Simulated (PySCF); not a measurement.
BH6O3P, SMILES `OB(O)O.P`.

Level of theory: PBE/def2-SVP (PySCF), at a geometry from GFN2-xTB. The pair's geometry is semi-empirical, so its contact may be too short or too long. GFN2-xTB bond lengths at metals and heavier atoms can be off by up to 0.1 Å and shapes distorted, which carries into these values. Without diffuse functions Rydberg states are missing, so the states' numbers hold for this basis only.

Input script:

```python
import numpy as np
from pyscf import gto, scf, dft, tdscf
from pyscf.scf import atom_ks, atom_hf
from scipy.linalg import block_diag

def solve(mol, dm0=None, hcore=None):
    mf = (dft.UKS if mol.spin else dft.RKS)(mol, xc='pbe')
    mf.grids.level = 3
    mf = mf.density_fit(auxbasis='def2-universal-jkfit')
    mf.conv_tol, mf.max_cycle = 1e-8, 80
    if hcore is not None:
        mf.get_hcore = lambda *args: hcore
    mf.kernel(dm0)
    if not mf.converged:
        mf = mf.newton().run(mf.mo_coeff, mf.mo_occ, max_cycle=30)
    assert mf.converged, 'SCF not converged'
    return mf

mol = gto.M(atom='''
O     -1.12023     1.34394     0.07992
B     -1.27020    -0.00272     0.03636
O     -0.15304    -0.75125     0.18740
O     -2.45870    -0.65225    -0.14196
H     -1.90765     1.87615    -0.02209
H     -0.29692    -1.69581     0.12922
H     -3.24666    -0.12255    -0.24909
P      2.29391    -0.08662    -0.11998
H      2.12381     0.06830     1.24398
H      1.60765     1.07867    -0.40363
H      3.51798     0.58455    -0.08331
''', basis='def2-svp', charge=0, spin=0, verbose=4)
mf = solve(mol)
td = mf.TDA()
td.nstates, td.singlet, td.conv_tol = 5, True, 1e-5
td.kernel()
td.analyze()
x, y = np.array([p[0] for p in td.xy]), np.array([p[1] + 0 * p[0] for p in td.xy])
f, mu = td.oscillator_strength(), td.transition_dipole()
nto = [td.get_nto(state=i + 1, verbose=4) for i in range(len(td.e))]
# spherically averaged free atoms, for the promolecule
atm = atom_ks.get_atm_nrks(mol, xc='pbe')
pro = block_diag(*[(atm[a[0]][2] * atm[a[0]][3]) @ atm[a[0]][2].T for a in mol._atom])
np.savez('result.npz', e=td.e, f=f, ok=td.converged, w=[n[0] for n in nto], nto=[n[1] for n in nto], x=x, y=y, c=mf.mo_coeff, occ=mf.mo_occ, eps=mf.mo_energy, pro=pro, mu=mu)
```

Launched as:

```sh
OMP_NUM_THREADS=1 python input.py
```

The run took 100 s on 1 thread of Intel(R) Xeon(R) Platinum 8175M CPU @ 2.50GHz (Skylake/Cascade Lake), with other jobs on the host, peak memory 0.56 GiB.

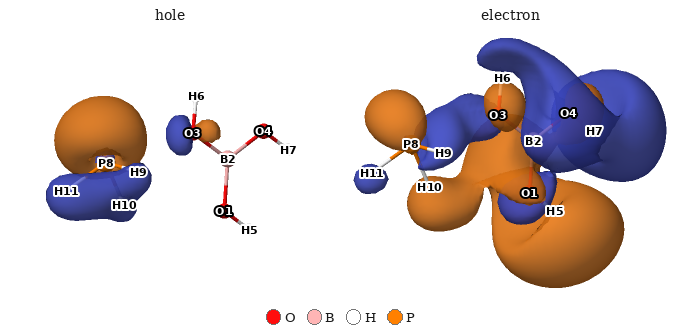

Leading natural transition orbital pair of S₃ (TDA singlet states); the surfaces enclose about 78 % of each orbital's density.

> Characterise the state.

7.23 eV (172 nm), f = 0.052, charge transfer, whose energy this functional puts too low; the leading pair carries 98 %; hole on P8 (74 %), H11 (9 %) and O3 (6 %), electron on H5 (23 %), B2 (18 %) and H7 (17 %); their centroids lie 4.0 Å apart; S₄ and S₅ lie within 0.1 eV of it. In canonical orbitals it is mainly HOMO → LUMO+3 (56 %). The HOMO–LUMO gap is 5.35 eV.
